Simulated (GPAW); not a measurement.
# CHFO (formyl fluoride): revPBE-D4/real-space grid (scalar-relativistic datasets, stencil 4)

Aim: energy and one-electron properties of CHFO (formyl fluoride). The job is set up through an ASE script.

The results are computed with GPAW 26.7.0.

3 further runs of the same task are left out: 1 that didn't finish, 2 set aside as unsound or not needed. Runs told in other sessions of the task aren't counted.

## 1. The structure to begin with

The species is CHFO (4 atoms), meant as a singlet with charge 0. As SMILES, `O=CF`. The coordinates come from a GFN2-xTB relaxation.

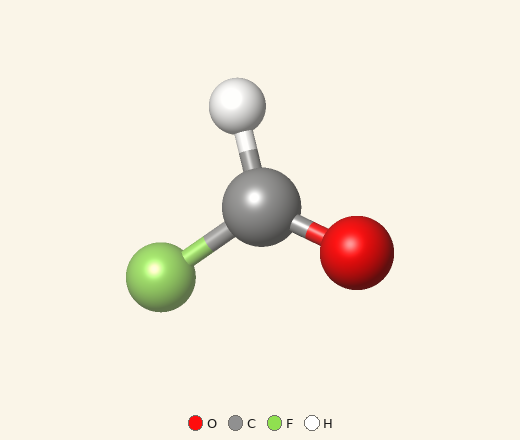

Viewed from a chosen angle; oxygen red, carbon grey, fluorine green, hydrogen white.

## 2. Energy and one-electron properties at revPBE-D4/real-space grid (scalar-relativistic datasets, stencil 4)

File sp.py:

```python
import numpy as np
from ase import Atoms
from ase.calculators.mixing import SumCalculator
from ase.dft.wannier import Wannier
from ase.units import Bohr, Debye
from dftd4.ase import DFTD4
from gpaw import FD, GPAW
from gpaw.utilities.adjust_cell import adjust_cell

positions_bohr = np.array(
              [[ -1.681252,   0.370424,   1.568435],
               [ -0.093995,   0.138593,   0.043331],
               [  1.104299,  -2.061427,  -0.342702],
               [  0.670947,   1.552429,  -1.269064]])
system = Atoms('OCFH', positions=positions_bohr * Bohr)
adjust_cell(system, 4.5, h=0.13)

calc = GPAW(mode=FD(nn=4),
            h=0.13,
            poissonsolver={'name': 'MomentCorrectionPoissonSolver', 'poissonsolver': 'fast', 'moment_corrections': 4},
            maxiter=60,
            symmetry='off',
            legacy_gpaw=True,
            xc='revPBE',
            txt='-')
system.calc = SumCalculator([DFTD4(method='revPBE'), calc])

energy = system.get_potential_energy()
print(f'Energy: {energy:.5f} eV')
forces = system.get_forces()
print('Forces (eV/Ang)')
for symbol, f in zip(system.symbols, forces):
    print(f'{symbol:2} {f[0]:9.4f} {f[1]:9.4f} {f[2]:9.4f}')
dipole = calc.get_dipole_moment(system) / Debye
print(f'Dipole = {np.linalg.norm(dipole):.3f} D')
homo, lumo = calc.get_homo_lumo()
print(f'HOMO = {homo:.3f} eV')
print(f'LUMO = {lumo:.3f} eV')
print(f'Gap                     {lumo - homo:.3f} eV')

wan = Wannier(9, calc, initialwannier='bloch')
wan.localize()
centres = wan.get_centers()
radii_w = wan.get_radii()
for c, r in zip(centres, radii_w):
    print(f'centre {c[0]:8.3f} {c[1]:8.3f} {c[2]:8.3f}  radius {r:6.3f}')
```

On the command line:

```
$ python sp.py > sp.log
```

Output:

```text
[...]
    cutoffs:
[...]
  Total Charge: 0.000000
[...]
Number of atoms: 4
[...]
Number of bands in calculation: 13
Number of valence electrons: 18
[...]
iter:   1 hh:mm:ss   -24.394144
[...]
iter:  29 hh:mm:ss   -22.992491c  -7.60c -6.02c
Converged after 29 iterations.
Dipole moment: (0.206800, 0.199906, -0.285705) |e|*Ang
Energy contributions relative to reference atoms: (reference = -5799.867963)
Kinetic:        +29.028828
Potential:      -31.199370
External:        +0.000000
XC:             -21.133739
Entropy (-ST):   +0.000000
Local:           +0.311791
SIC:             +0.000000
--------------------------
Free energy:    -22.992491
Extrapolated:   -22.992491
 Band  Eigenvalues  Occupancy
    0    -31.80959    2.00000
    1    -27.54992    2.00000
    2    -16.50124    2.00000
    3    -14.05063    2.00000
    4    -12.45946    2.00000
    5    -12.20912    2.00000
    6     -9.94023    2.00000
    7     -9.65724    2.00000
    8     -7.83198    2.00000
    9     -2.11962    0.00000
   10     -0.22183    0.00000
   11      0.28003    0.00000
   12      0.79044    0.00000
Fermi level: -4.97580
Gap: 5.712 eV
Transition (v -> c):
[...]
Forces (eV/Ang)
O    -1.4219    0.3985    1.2894
C     0.7470    0.3650   -0.9073
F     0.6215   -0.9968   -0.2513
H     0.0586    0.2368   -0.1435
Dipole = 1.947 D
HOMO = -7.832 eV
LUMO = -2.120 eV
Gap                     5.712 eV
centre    6.291    4.521    4.960  radius  0.620
centre    5.211    5.805    6.080  radius  0.743
centre    5.967    4.869    5.240  radius  0.645
centre    5.837    6.163    4.938  radius  0.782
centre    6.333    4.603    5.368  radius  0.690
centre    4.646    6.061    6.188  radius  0.745
centre    6.035    4.325    5.280  radius  0.627
centre    4.864    5.680    5.739  radius  0.743
centre    4.680    5.548    6.347  radius  0.745
```

Wall time 2.9 min (1 thread of Arm Neoverse V1, shared host); peak memory 1.3 GiB.

## 3. Outcome

At revPBE-D4/real-space grid (scalar-relativistic datasets, stencil 4):

| quantity | value |
| --- | --- |
| energy as printed (from the program's reference atoms) | -23.1242 eV |
| dipole moment | 1.95 D |
| HOMO energy | -7.83 eV |
| LUMO energy | -2.12 eV |
| HOMO–LUMO gap | 5.71 eV |
| dispersion energy | -12.71 kJ/mol |
| largest force on an atom | 1.960 eV/Å |

What this shows: The largest force is 1.96 eV/Å: the shape isn't a stationary point for this species at this level.
